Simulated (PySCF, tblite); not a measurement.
# C₇H₁₈BNO: geometry, infrared bands and NMR shifts, part 2 of 2

tblite 0.8.0 and PySCF 2.14.0. Atoms count from 0.

### 5 NMR shieldings: PBE0/pcSseg-1

Job settings and geometry (Å):

```
{"job": {"kind": "nmr", "xc": "PBE0", "basis": "pcSseg-1"}, "charge": 0, "multiplicity": 1}
C      3.951041    -0.819542    -0.543654
C      3.154365    -0.305629     0.637448
O      1.835749    -0.801463     0.669291
C      0.933460    -0.240522    -0.224953
C      0.412284    -1.187450    -1.297165
C     -0.943524    -0.626008    -1.764555
B     -1.266288     0.625567    -0.762938
N     -0.275762     0.256355     0.501007
C      0.044380     1.415030     1.337911
C     -0.871330    -0.803276     1.333054
H      3.531107    -0.467268    -1.498389
H      4.993381    -0.470380    -0.486943
H      3.951851    -1.919787    -0.556055
H      3.616753    -0.631214     1.581884
H      3.144896     0.802217     0.645725
H      1.360247     0.663583    -0.694750
H      1.166029    -1.272624    -2.094935
H      0.334144    -2.191812    -0.850166
H     -1.711273    -1.416108    -1.739388
H     -0.892789    -0.287188    -2.809976
H     -2.401634     0.725699    -0.311921
H     -0.837404     1.701476    -1.179332
H      0.485885     2.197921     0.709084
H      0.744032     1.129383     2.138719
H     -0.883366     1.804531     1.776467
H     -0.132758    -1.179044     2.055185
H     -1.215678    -1.624375     0.694961
H     -1.740852    -0.383901     1.852555
```

With the program's defaults for keys left out, this is: GIAO PBE0/pcSseg-1 NMR shielding, non-relativistic, gas phase.

What it wrote:

```text
coarse grid: 22000 points
cycle   1  E = -431.6459883351  dE =  1.071e+00  |g| = 7.012e-01  |ddm| = 4.431e+00
cycle   2  E = -431.6001548732  dE =  4.583e-02  |g| = 8.843e-01  |ddm| = 1.359e+00
cycle   3  E = -431.7576098142  dE = -1.575e-01  |g| = 1.094e-01  |ddm| = 7.619e-01
cycle   4  E = -431.7596417288  dE = -2.032e-03  |g| = 4.552e-02  |ddm| = 1.325e-01
cycle   5  E = -431.7600973323  dE = -4.556e-04  |g| = 8.319e-03  |ddm| = 4.586e-02
cycle   6  E = -431.7601116842  dE = -1.435e-05  |g| = 2.873e-03  |ddm| = 9.577e-03
cycle   7  E = -431.7601136322  dE = -1.948e-06  |g| = 3.685e-04  |ddm| = 2.487e-03
final grid: 208560 points
cycle   8  E = -431.8301487317  dE = -9.465e-05  |g| = 1.329e-02  |ddm| = 5.282e-02
cycle   9  E = -431.8301209864  dE =  2.775e-05  |g| = 1.798e-02  |ddm| = 2.420e-02
cycle  10  E = -431.8301883880  dE = -6.740e-05  |g| = 1.974e-03  |ddm| = 1.401e-02
cycle  11  E = -431.8301891492  dE = -7.612e-07  |g| = 2.990e-04  |ddm| = 1.753e-03
cycle  12  E = -431.8301891658  dE = -1.657e-08  |g| = 8.950e-05  |ddm| = 3.332e-04
cycle  13  E = -431.8301891673  dE = -1.476e-09  |g| = 3.948e-05  |ddm| = 1.041e-04
cycle  14  E = -431.8301891677  dE = -3.561e-10  |g| = 5.709e-06  |ddm| = 3.824e-05
converged SCF energy = -431.8301891677

GIAO shielding tensors (ppm)
atom      isotropic    diamagn.    paramagn.     s11        s22        s33       span
  0 C      166.222     247.186     -80.964    148.586    167.100    182.980     34.394
  1 C      114.589     242.506    -127.917     84.341     91.847    167.579     83.238
  2 O      270.565     402.933    -132.367    246.921    268.569    296.205     49.284
  3 C       82.549     252.984    -170.435     55.220     79.581    112.847     57.627
  4 C      150.712     249.423     -98.710    118.883    152.395    180.859     61.977
  5 C      179.349     251.443     -72.094    165.590    175.613    196.844     31.254
  6 B      109.539     189.627     -80.088     86.193    102.441    139.983     53.791
  7 N      183.095     324.409    -141.314    159.887    177.334    212.065     52.179
  8 C      136.501     248.947    -112.446    100.667    125.705    183.132     82.465
  9 C      145.315     250.076    -104.761    124.001    129.995    181.948     57.947
 10 H       30.008      30.630      -0.621     25.482     30.820     33.724      8.242
 11 H       30.440      25.079       5.361     26.289     26.969     38.062     11.772
 12 H       30.056      28.108       1.948     26.482     28.186     35.501      9.019
 13 H       27.429      28.945      -1.516     21.944     27.032     33.311     11.368
 14 H       28.075      31.371      -3.296     22.133     29.330     32.762     10.628
 15 H       27.628      37.079      -9.451     25.604     27.174     30.106      4.502
 16 H       29.347      32.214      -2.867     24.058     29.370     34.614     10.557
 17 H       29.662      33.249      -3.587     26.145     28.629     34.212      8.067
 18 H       30.550      31.586      -1.036     26.706     27.005     37.940     11.234
 19 H       30.579      31.266      -0.687     26.118     27.326     38.294     12.176
 20 H       28.935      32.169      -3.234     25.477     27.822     33.507      8.030
 21 H       29.074      32.877      -3.803     24.862     28.718     33.641      8.779
 22 H       29.134      32.003      -2.870     25.742     26.283     35.377      9.635
 23 H       28.963      32.030      -3.068     24.970     27.354     34.565      9.595
 24 H       28.738      30.814      -2.076     24.567     26.128     35.519     10.952
 25 H       29.053      32.362      -3.309     23.920     28.420     34.818     10.898
 26 H       28.865      32.645      -3.780     23.830     27.938     34.826     10.996
 27 H       29.411      31.511      -2.100     25.571     26.653     36.009     10.438
```

Wall time 2.6 min (1 thread of Arm Neoverse N1, shared host); peak memory 1.3 GiB.

Shifts follow as δ = σ(reference) − σ, with reference shieldings (ppm) from runs at the same level and on the same kind of geometry: 1H TMS 31.27, 13C TMS 184.4, 15N NH3 265.7, 17O H2O 334.6, 11B BF3·OEt2 100.7. The references are single molecules in the gas phase, so shifts against H2O, NH3, PH3, H3PO4 or CFCl3 are not on the usual liquid scales and can be off by tens of ppm. Atoms listed in one row are averaged.

```
        atoms                                               environment  σ (ppm)  δ (ppm)  δ scaled to CDCl3
           C3                                  sp3 CH bonded to N and O     82.5    101.9               98.4
           C1                                       sp3 CH2 bonded to O    114.6     69.8               67.3
           C8                                 methyl carbon bonded to N    136.5     47.9               46.0
           C9                                 methyl carbon bonded to N    145.3     39.1               37.5
           C4                                         sp3 CH2 in a ring    150.7     33.7               32.2
           C0                                             methyl carbon    166.2     18.2               17.2
           C5                                       sp3 CH2 bonded to B    179.3      5.1                4.4
          H13                        hydrogen on an sp3 CH2 bonded to O    27.43     3.84               3.85
          H15                   hydrogen on an sp3 CH bonded to N and O    27.63     3.64               3.67
          H14                        hydrogen on an sp3 CH2 bonded to O    28.07     3.19               3.24
          H20  hydrogen on a boron bonded to C, N, in a 5-membered ring    28.94     2.33                  –
H22, H23, H24                   hydrogen on a methyl carbon bonded to N    28.94     2.32               2.42
          H21  hydrogen on a boron bonded to C, N, in a 5-membered ring    29.07     2.19                  –
H25, H26, H27                   hydrogen on a methyl carbon bonded to N    29.11     2.16               2.26
          H16                          hydrogen on an sp3 CH2 in a ring    29.35     1.92               2.04
          H17                          hydrogen on an sp3 CH2 in a ring    29.66     1.61               1.74
H10, H11, H12                               hydrogen on a methyl carbon    30.17     1.10               1.26
          H18                        hydrogen on an sp3 CH2 bonded to B    30.55     0.72               0.90
          H19                        hydrogen on an sp3 CH2 bonded to B    30.58     0.69               0.87
           O2                                              ether oxygen    270.6     64.0                  –
           B6           boron bonded to C, N, 2 H, in a 5-membered ring    109.5     -8.8                  –
           N7                          donor nitrogen of a Lewis adduct    183.1     82.6                  –
```

The scaled column applies a straight-line fit of computed shieldings to shifts measured in CDCl3 (root-mean-square error 0.21 ppm for H, 2.0 ppm for C).

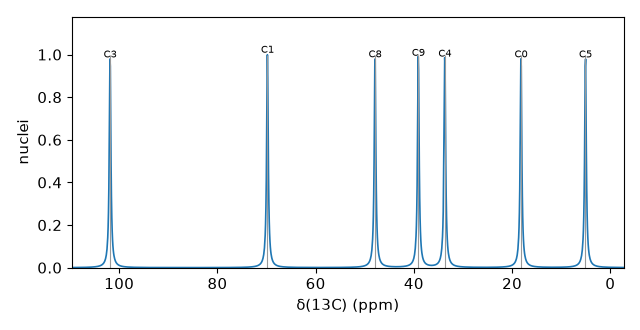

13C lines at the computed shifts, without couplings. Lines are broadened to a width of 0.39 ppm (Lorentzian).

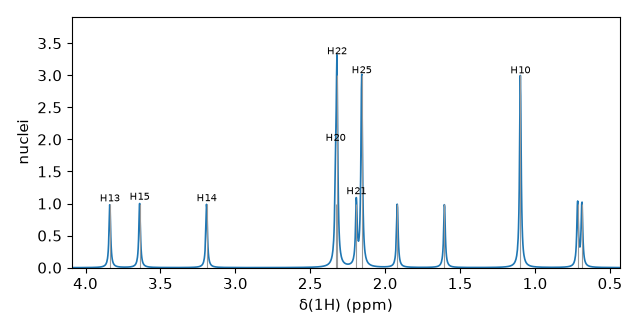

1H lines at the computed shifts, without couplings. Lines are broadened to a width of 0.01 ppm (Lorentzian).

Charges from the same density, by scheme (e):

```
atoms  Mulliken    IAO  Hirshfeld  ESP fit
   C0     -0.31  -0.43      -0.12    -0.41
   C1     -0.01  -0.04       0.01     0.33
   O2     -0.51  -0.40      -0.12    -0.48
   C3      0.21   0.18       0.10     0.38
   C4     -0.16  -0.27      -0.08    -0.33
   C5     -0.41  -0.39      -0.15    -0.24
   B6      0.09  -0.22      -0.04     0.06
   N7     -0.67  -0.03       0.03     0.19
   C8     -0.08  -0.30      -0.05    -0.39
   C9     -0.08  -0.30      -0.05    -0.57
```

IAO charges:

C0 -0.43; C1 -0.04; O2 -0.40; C3 0.18; C4 -0.27; C5 -0.39; B6 -0.22; N7 -0.03; C8 -0.30; C9 -0.30; H10 0.14; H11 0.15; H12 0.15; H13 0.15; H14 0.11; H15 0.12; H16 0.14; H17 0.13; H18 0.12; H19 0.14; H20 -0.03; H21 -0.05; H22 0.16; H23 0.14; H24 0.16; H25 0.15; H26 0.16; H27 0.16

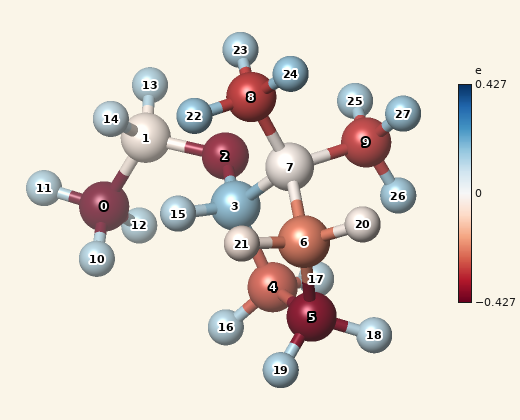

IAO charges, as colours on the atoms.

Mayer bond orders: C0–C1 1.06, C1–O2 0.91, O2–C3 0.90, C3–C4 1.03, C4–C5 1.02, C5–B6 0.91, B6–N7 0.58, N7–C8 0.92, N7–C9 0.90, N7–C3 0.85.

Ring of atoms C3, C4, C5, B6, N7: NICS(0) -6.3, NICS(1) -3.8, NICS(1)zz -3.1 ppm (means of both faces).

Orbitals, density, ELF and potential are computed afterwards from the orbital file.

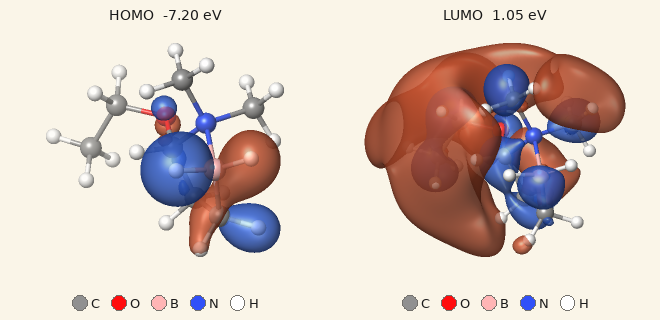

Frontier orbitals at PBE0/pcSseg-1; each surface holds 70 % of the orbital's density, blue and red mark the sign.

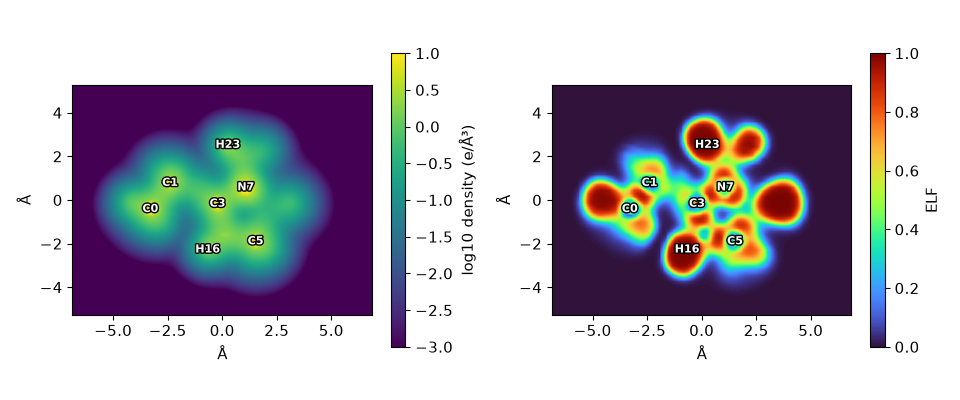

Density (left) and ELF (right) in a plane through or near 7 of the atoms.

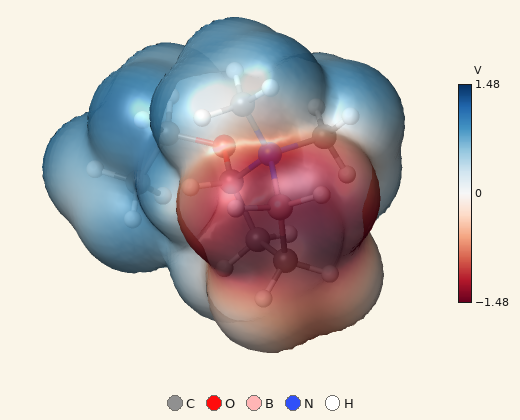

Electrostatic potential on the surface of density 0.002 e/bohr³; red is low, blue high. It runs from -1.48 to 0.97 V.

### 6 Shielding tensors: WP04/pcSseg-1

Settings changed since step 5:

```diff
@@ -1,2 +1,2 @@
-{"job": {"kind": "nmr", "xc": "PBE0", "basis": "pcSseg-1"}, "charge": 0, "multiplicity": 1}
+{"job": {"kind": "nmr", "xc": "WP04", "basis": "pcSseg-1", "pop": false}, "charge": 0, "multiplicity": 1}
 C      3.951041    -0.819542    -0.543654
```

With the program's defaults for keys left out, this is: GIAO WP04/pcSseg-1 NMR shielding, non-relativistic, gas phase.

What it wrote:

```text
coarse grid: 22000 points
cycle   1  E = -442.8416200347  dE =  8.065e-01  |g| = 1.038e+00  |ddm| = 4.568e+00
cycle   2  E = -442.6173968576  dE =  2.242e-01  |g| = 1.474e+00  |ddm| = 2.145e+00
cycle   3  E = -443.0692565956  dE = -4.519e-01  |g| = 2.138e-01  |ddm| = 1.467e+00
cycle   4  E = -443.0771802594  dE = -7.924e-03  |g| = 7.315e-02  |ddm| = 2.187e-01
cycle   5  E = -443.0783542310  dE = -1.174e-03  |g| = 1.581e-02  |ddm| = 6.938e-02
cycle   6  E = -443.0784018288  dE = -4.760e-05  |g| = 7.040e-03  |ddm| = 1.768e-02
cycle   7  E = -443.0784119601  dE = -1.013e-05  |g| = 1.292e-03  |ddm| = 4.842e-03
cycle   8  E = -443.0784122783  dE = -3.182e-07  |g| = 4.712e-04  |ddm| = 1.399e-03
final grid: 208560 points
cycle   9  E = -443.1809866812  dE = -1.625e-04  |g| = 1.273e-02  |ddm| = 6.481e-02
cycle  10  E = -443.1809512671  dE =  3.541e-05  |g| = 1.814e-02  |ddm| = 2.324e-02
cycle  11  E = -443.1810246227  dE = -7.336e-05  |g| = 2.273e-03  |ddm| = 1.393e-02
cycle  12  E = -443.1810255572  dE = -9.345e-07  |g| = 4.379e-04  |ddm| = 1.909e-03
cycle  13  E = -443.1810255917  dE = -3.451e-08  |g| = 1.232e-04  |ddm| = 4.396e-04
cycle  14  E = -443.1810255944  dE = -2.651e-09  |g| = 5.595e-05  |ddm| = 1.297e-04
cycle  15  E = -443.1810255951  dE = -7.069e-10  |g| = 8.301e-06  |ddm| = 4.853e-05
converged SCF energy = -443.1810255951

GIAO shielding tensors (ppm)
atom      isotropic    diamagn.    paramagn.     s11        s22        s33       span
  0 C      153.033     247.051     -94.018    136.839    152.844    169.416     32.577
  1 C      100.962     244.317    -143.356     70.937     78.817    153.131     82.194
  2 O      256.597     407.612    -151.015    229.365    265.028    275.399     46.034
  3 C       68.131     256.327    -188.196     38.158     67.824     98.411     60.253
  4 C      137.029     252.774    -115.745    106.462    138.587    166.038     59.576
  5 C      163.597     253.952     -90.355    150.183    160.058    180.550     30.367
  6 B      101.533     191.564     -90.031     80.051     95.827    128.722     48.671
  7 N      164.060     329.407    -165.347    140.859    158.190    193.132     52.273
  8 C      124.256     250.532    -126.276     91.234    112.779    168.755     77.521
  9 C      131.527     251.722    -120.195    111.041    115.672    167.868     56.827
 10 H       30.329      32.109      -1.780     26.174     31.147     33.667      7.493
 11 H       30.729      23.732       6.997     26.958     27.532     37.698     10.741
 12 H       30.320      28.339       1.981     27.022     28.651     35.286      8.264
 13 H       27.933      28.685      -0.752     22.886     27.472     33.441     10.555
 14 H       28.477      32.685      -4.208     23.025     29.482     32.924      9.899
 15 H       27.933      39.698     -11.765     25.931     27.526     30.342      4.411
 16 H       29.777      33.016      -3.239     24.941     29.850     34.539      9.597
 17 H       30.004      34.680      -4.676     26.817     29.112     34.084      7.266
 18 H       30.948      32.371      -1.424     27.434     27.856     37.553     10.120
 19 H       30.990      31.701      -0.710     26.928     28.119     37.924     10.996
 20 H       29.738      33.556      -3.818     26.523     28.708     33.981      7.458
 21 H       29.900      34.815      -4.914     25.974     29.544     34.183      8.209
 22 H       29.407      33.487      -4.080     26.328     26.786     35.107      8.779
 23 H       29.254      33.106      -3.853     25.489     27.819     34.454      8.965
 24 H       29.127      31.518      -2.391     25.265     26.692     35.423     10.159
 25 H       29.264      33.532      -4.268     24.570     28.651     34.571     10.002
 26 H       29.183      34.464      -5.281     24.575     28.425     34.549      9.975
 27 H       29.699      32.272      -2.573     26.184     27.079     35.833      9.650
```

Run time: 1.9 min. Hardware: 1 thread of Arm Neoverse N1, shared host; peak memory 1.2 GiB.

Key values: δ C3 104.3, C1 71.5, C8 48.2, C9 40.9, H15 3.63, H13 3.63 ppm.

### 7 Comparing the runs: NMR shifts

Shifts (ppm) of some atoms, chosen among heavy atoms and hydrogens apart, with basis size and wall time:

```
          run     C3    C9   C5   H20   H21    O2    B6  functions     time
PBE0/pcSseg-1  101.9  39.1  5.1  2.33  2.19  64.0  -8.8        260  2.6 min
WP04/pcSseg-1  104.3  40.9  8.8  1.83  1.66  60.9  -5.8        260  1.9 min
```

### 8 Results

This closing draws on all 2 parts.

| quantity | value |
| --- | --- |
| strongest single infrared mode (GFN2-xTB) | 2428 cm⁻¹, 246 km/mol |
| zero-point energy (GFN2-xTB) | 155.9 kcal/mol |
| point group | C1 |
| rotational constants (main isotopes) | 1.97, 0.99, 0.80 GHz |
| 13C shifts against TMS (PBE0/pcSseg-1) | 101.9, 69.8, 47.9, 39.1, 33.7, 18.2, 5.1 ppm |
| 1H shifts against TMS (PBE0/pcSseg-1, means over atoms taken as alike) | 3.84, 3.64, 3.19, 2.33, 2.32, 2.19, 2.16, 1.92, 1.61, 1.10, 0.72, 0.69 ppm |
| 17O shifts against H2O (PBE0/pcSseg-1) | 64.0 ppm |
| 11B shifts against BF3·OEt2 (PBE0/pcSseg-1) | -8.8 ppm |
| 15N shifts against NH3 (PBE0/pcSseg-1) | 82.6 ppm |
| surface potential, least and greatest | -1.48 V and 0.97 V |
| range of the shift of C5 | 5.1 to 8.8 ppm |

What this shows: Relaxing lowered the energy by 1.109 eV in 171 steps; the close pair that moved most is B6–N7, from 1.524 to 1.646 Å (GFN2-xTB). All 78 modes are real, so the xTB geometry is a minimum. The strongest single mode, at 2428 cm⁻¹, moves mainly H21. GFN2-xTB is a fitted tight-binding method: band positions and strengths are rough. Its intensities can rank the bands wrongly. Relaxing lowered the energy by 0.249 eV in 7 steps; the close pair that moved most is B6–H21, from 1.181 to 1.231 Å (PBE0/def2-SVP). Across the 2 runs the shift of C5 moves most, between 5.1 (PBE0/pcSseg-1) and 8.8 ppm (WP04/pcSseg-1).
